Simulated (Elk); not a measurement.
Band structure of Cd (P6_3/mmc, 4 atoms in the cell).

```xyz
4
Lattice="3.1887 0.0000 0.0000 -1.5944 2.7615 0.0000 0.0000 0.0000 10.2597" Properties=species:S:1:pos:R:3 pbc="T T T"
Cd     0.0000     0.0000     0.0000
Cd     0.0000     0.0000     5.1298
Cd     0.0000     1.8410     2.5649
Cd     1.5944     0.9205     7.6948
```

Method of the run: PBE, all-electron FP-LAPW, Elk's shipped species files, APW+lo basis with extra local orbitals (Elk).

Settings: xctype = 20; rgkmax = 8; stype = 0; swidth = 0.00367493 Ha; ngridk = 8 8 3; gmaxvr = 18 1/bohr; lmaxapw = 10; lmaxo = 8; nxlo = 2; lorbcnd = true; lradstp = 2; nrmtscf = 2; lmaxi = 4.

The starting cell was generated: these elements placed on a structure prototype, without a prior relaxation; it need not be a known phase or ordering of this composition. Its lattice was rescaled by a random factor within 2.5 % of one. Values depend on the basis (sphere radii, cutoffs, local orbitals), which need not be converged.

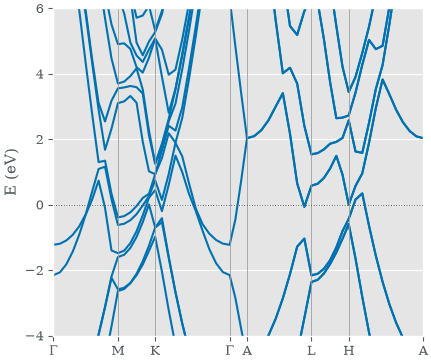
Fig. 1. Bands along the path, energies from the Fermi level.

Levels in eV from the Fermi level, bands 33 to 40:
```json
[
 {"point": "Γ", "33": "-8.31", "34": "-6.85", "35": "-6.85", "36": "-2.15", "37": "-1.23", "38": "6.31", "39": "6.31", "40": "11.81"},
 {"point": "M", "33": "-2.64", "34": "-2.59", "35": "-1.60", "36": "-1.48", "37": "-0.62", "38": "-0.39", "39": "3.10", "40": "3.55"},
 {"point": "K", "33": "-0.98", "34": "-0.70", "35": "-0.70", "36": "0.44", "37": "0.74", "38": "0.93", "39": "0.93", "40": "1.26"},
 {"point": "A", "33": "-8.16", "34": "-8.16", "35": "-4.69", "36": "-4.69", "37": "2.03", "38": "2.03", "39": "10.96", "40": "10.96"},
 {"point": "L", "33": "-2.36", "34": "-2.36", "35": "-2.16", "36": "-2.16", "37": "0.58", "38": "0.58", "39": "1.54", "40": "1.54"},
 {"point": "H", "33": "-0.59", "34": "-0.59", "35": "-0.44", "36": "-0.44", "37": "0.00", "38": "0.00", "39": "2.58", "40": "2.58"}
]
```

Bands cross the Fermi level along this path, so the cell is metallic at this level.
